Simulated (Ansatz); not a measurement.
# ClH$_{3}$Si$_{2}$: what the fields show

Input file:

```
crystal:
  periodic: [false, false, false]
  atoms:
    - {symbol: Cl, position_ang: [1.233954, -0.183352, -0.761469]}
    - {symbol: Si, position_ang: [-1.653627, 0.014561, 0.811931]}
    - {symbol: Si, position_ang: [0.297022, -1.412417, 0.669099]}
    - {symbol: H, position_ang: [-2.683065, -0.482540, 1.779530]}
    - {symbol: H, position_ang: [-1.220169, 1.385103, 1.236201]}
    - {symbol: H, position_ang: [-2.280754, 0.112012, -0.545855]}
basis:
  gaussian: {orbitals: def2-TZVPD}
hamiltonian: {xc: pbe0}
output: {forces: true, orbitals: {seedname: orbitals}}
```

Launched as:

```sh
ansatz run input.yaml --threads 1 --pin off --max-ram 2610MiB --events-out events.jsonl --progress --plain --runs-dir runs
```

Geometry: PBE0-D3(BJ)/def2-SVP.

The calculation used isolated molecule in a Gaussian basis; Kohn-Sham density functional theory, functional PBE0 in Ansatz 0.2.0.

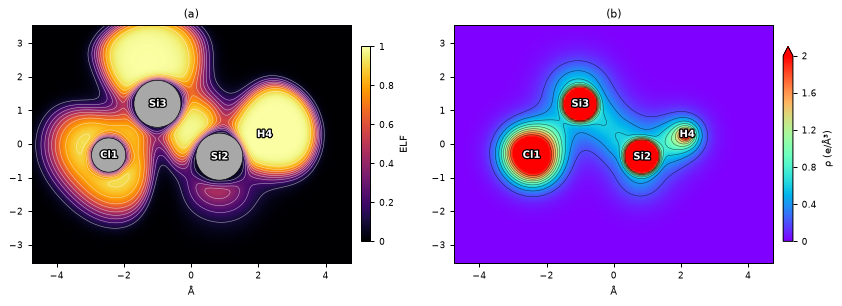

Figure 1. (a) electron localisation function; (b) electron density on the plane of atoms Cl1, Si3 and Si2. Grey discs cover the atomic cores in the ELF map.

### Read the bonding off the picture.

- The section cuts through Cl, Si and H sites.
- Si–Cl (2.11 Å): ρ at the midpoint is about 0.81 e/Å³; the ELF peaks at about 0.85 between the atoms, as expected for a shared but strongly polarised pair.
- Si–Si (2.42 Å): ρ is about 0.59 e/Å³ halfway; the ELF peaks at about 1 between the atoms (a shared electron pair).
- Si–H (1.50 Å): the density is about 0.78 e/Å³ at the midpoint; the ELF climbs to about 1 towards the hydrogen, as it does in any bond to H.
- The ELF also peaks beside Cl1 and Si3, away from the bonds: lone-pair regions.

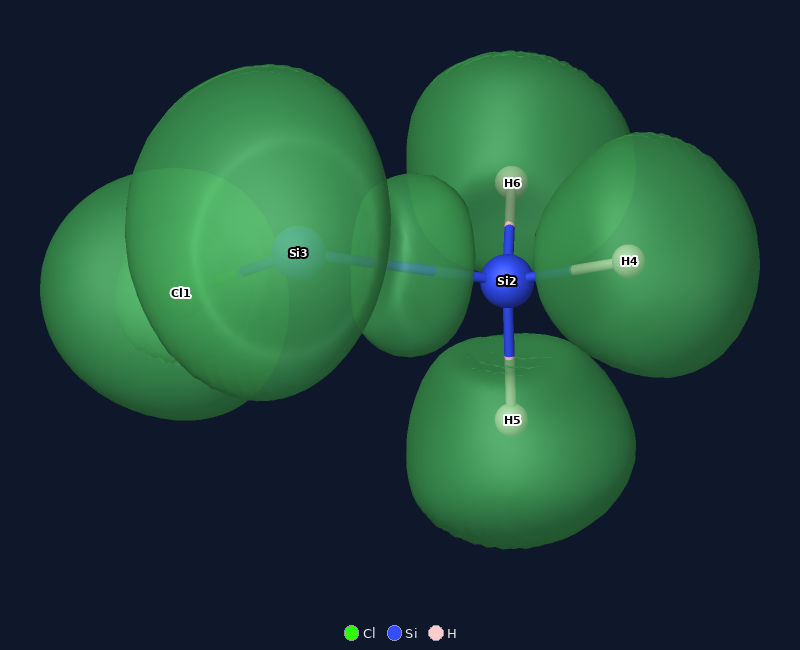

Figure 2. Isosurface of the electron localisation function at 0.75 (green), seen from one side. Core shells and regions of very low density are left out.

### Describe the localisation domains.

The surface consists of one region between bonded Si–Si atoms (shared pairs), three regions around hydrogen nuclei, one region on Cl in which the atom's valence shell and bonds are merged and one lobe on Si, pointing away from the bonds (lone pairs).

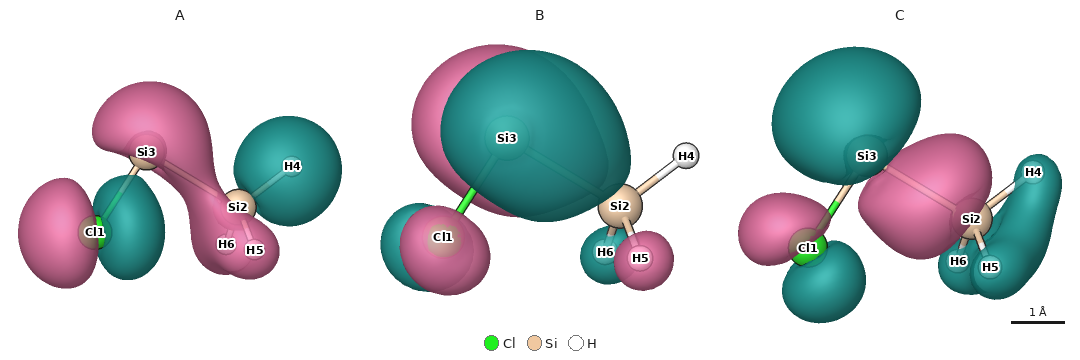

Figure 3. Three frontier orbitals at ±0.08 Å⁻³ᐟ² (teal and pink are the two phases), in no order.

### Order the three orbitals by energy and name them.

A is the HOMO−1 (−9.36 eV). By Hirshfeld shares it lies mainly on Cl1 (about 40 %), Si3 (about 20 %), Si2 (about 20 %) and H4 (about 20 %). C is the HOMO (−6.55 eV). By Hirshfeld shares it lies mainly on Si3 (about 55 %), Si2 (about 25 %) and Cl1 (about 15 %). B is the LUMO (−3.31 eV). By Hirshfeld shares it lies mainly on Si3 (about 75 %) and Cl1 (about 10 %).

### What is the HOMO–LUMO gap?

3.24 eV between the orbital energies.
